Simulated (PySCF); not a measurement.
**Ways to converge the SCF of AlBr⁻**

Aim: find out which solver settings change the answer for AlBr⁻.

Method: method and basis as typed in the scripts; program: PySCF 2.14.0.

1 further run of the same task is left out (it didn't finish).

## (1) Where the work starts

AlBr⁻: 2 atoms, charge -1, spin multiplicity 2.

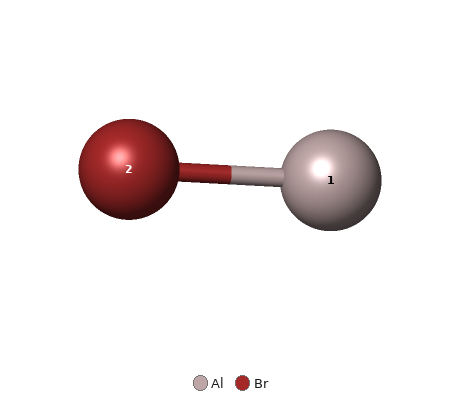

As it starts; aluminium light grey, bromine red; atoms are numbered from 1 in the order of the file.

## (2) The base run

Contents of input.py:

```python
from pyscf import gto, scf, mp

mol = gto.M(
    atom='Al 0 0 0; Br 0 0 2.169',
    basis='6-31g',
    charge=-1,
    spin=1,
    verbose=3,
)
mf = scf.UHF(mol)
mf.kernel()
mp.MP2(mf).kernel()
mf.dip_moment()
print('orbital energies (hartree):', [e[max(0, n-3):n+3].round(4) for e, n in zip(mf.mo_energy, mol.nelec)])
```

Command:

```bash
> OMP_NUM_THREADS=1 python input.py
```

Its log is not repeated here.

It gives: E(SCF) = -2813.967542 Eh, E(MP2) − E(SCF) = -0.21640 Eh, ⟨S²⟩ = 0.758.

The bond length is a typed value, not an optimised one. The dipole of an ion depends on the origin.

## (3) Second-order solver on

Edit 1 changes second-order solver: off → on.

input.py: that of step 2 with these lines changed.

```diff
@@ -10,2 +10,3 @@
 mf = scf.UHF(mol)
+mf = mf.newton()
 mf.kernel()
```

Command:

```bash
> OMP_NUM_THREADS=1 python input.py
```

Standard output:

```text
WARN: HOMO 0.0197573712668076 >= LUMO 0.0197573712668076

converged SCF energy = -2813.96754183539  <S^2> = 0.75830195  2S+1 = 2.0082848
E(UMP2) = -2814.18394304559  E_corr = -0.216401210203247
E(SCS-UMP2) = -2814.16793345293  E_corr = -0.200391617540692

WARN: System has nonzero charge -1; the dipole moment is origin-dependent.
Location of origin: [0. 0. 0.]

Dipole moment(X, Y, Z, Debye):  0.00000,  0.00000, -2.49810
orbital energies (hartree): [array([-0.2467, -0.1283,  0.0022,  0.2127,  0.2758,  0.405 ]), array([-0.246 , -0.2394, -0.0915,  0.2298,  0.2576,  0.2885])]
```

It took 1.3 s on 1 thread of Arm Neoverse V1, shared host.

Result: E(SCF) = -2813.967542 Eh (no change), E(MP2) − E(SCF) = -0.21640 Eh, ⟨S²⟩ = 0.758.

## (4) Damping 0.8

Edit 2 changes damping: none → 0.8.

input.py: that of step 2 with these lines changed.

```diff
@@ -10,2 +10,4 @@
 mf = scf.UHF(mol)
+mf.damp = 0.8
+mf.diis_start_cycle = 8
 mf.kernel()
```

Command:

```bash
> OMP_NUM_THREADS=1 python input.py
```

Standard output:

```text
WARN: HOMO 0.0197573712668076 >= LUMO 0.0197573712668076

converged SCF energy = -2813.96754183542  <S^2> = 0.75829871  2S+1 = 2.0082816
E(UMP2) = -2814.18394302554  E_corr = -0.216401190124477
E(SCS-UMP2) = -2814.16793344585  E_corr = -0.200391610425582

WARN: System has nonzero charge -1; the dipole moment is origin-dependent.
Location of origin: [0. 0. 0.]

Dipole moment(X, Y, Z, Debye):  0.00000,  0.00000, -2.49813
orbital energies (hartree): [array([-0.2467, -0.1283,  0.0022,  0.2127,  0.2758,  0.405 ]), array([-0.246 , -0.2394, -0.0915,  0.2298,  0.2576,  0.2885])]
```

Run time: 1.3 s. Hardware: 1 thread of Arm Neoverse V1, shared host.

Outcome: E(SCF) = -2813.967542 Eh (no change), E(MP2) − E(SCF) = -0.21640 Eh, ⟨S²⟩ = 0.758.

The script also starts DIIS later, which adds to the count of cycles.

## (5) Side by side

```csv
run,E(SCF) (hartree),from base (eV),"gap, α spin (eV)",after the SCF
base,-2813.967542,0,5.73,MP2 correlation -5.889 eV
second-order solver on,-2813.967542,0.0000,5.73,MP2 correlation -5.889 eV
damping 0.8,-2813.967542,0.0000,5.73,MP2 correlation -5.889 eV
```

Wall time on 1 thread of Arm Neoverse V1, shared host, start-up included: base 1.4 s; second-order solver on 1.3 s; damping 0.8 1.3 s.

What this shows: The highest filled level of this anion is positive: the basis lacks diffuse functions or the electron is not bound, so these numbers hang on the basis. With second-order solver on or damping 0.8 the SCF ends at the base energy.
